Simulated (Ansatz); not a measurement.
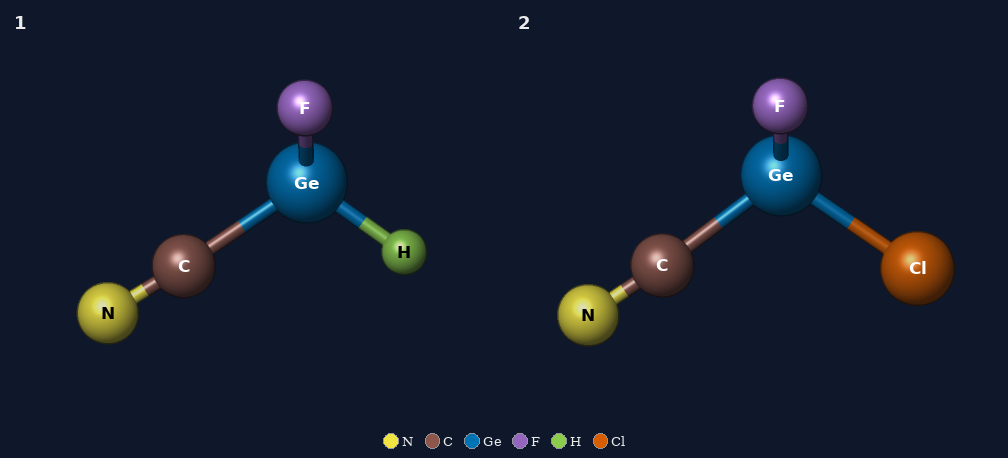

2 molecules with one skeleton, seen from the same side and at one scale. Charge 0, doublet. Computed geometries: PBE0-D4/def2-TZVP optimisations, one conformation each. Properties computed with Ansatz 0.2.0.

One atom differs, called X below: H in panel 1, Cl in panel 2. Their formulas are CHFGeN (`N#[C][GeH][F]`), CClFGeN (`N#[C][Ge]([F])[Cl]`).

In which is the harmonic zero-point energy higher (PBE0-D4/def2-TZVP)?

Answer. In panel 1 (X = H).

In which is the dipole moment larger (B3LYP-D4/def2-TZVPP)?

Answer. In panel 1 (X = H).

Give the values. With PBE0-D4/def2-TZVP: length of X–Ge (Å), angle C–Ge–X (°), harmonic zero-point energy (kJ/mol), harmonic X–Ge stretching wavenumber (cm⁻¹). With B3LYP-D4/def2-TZVPP: dipole moment (D).

```csv
quantity,1 (H),2 (Cl),2 − 1
length of X–Ge (Å),1.544,2.128,+0.584
angle C–Ge–X (°),110.1,108.6,−1.5
dipole moment (D),3.46,2.74,−0.72
harmonic zero-point energy (kJ/mol),45.4,29.9,−15.5
harmonic X–Ge stretching wavenumber (cm⁻¹),2097,431,−1666
```
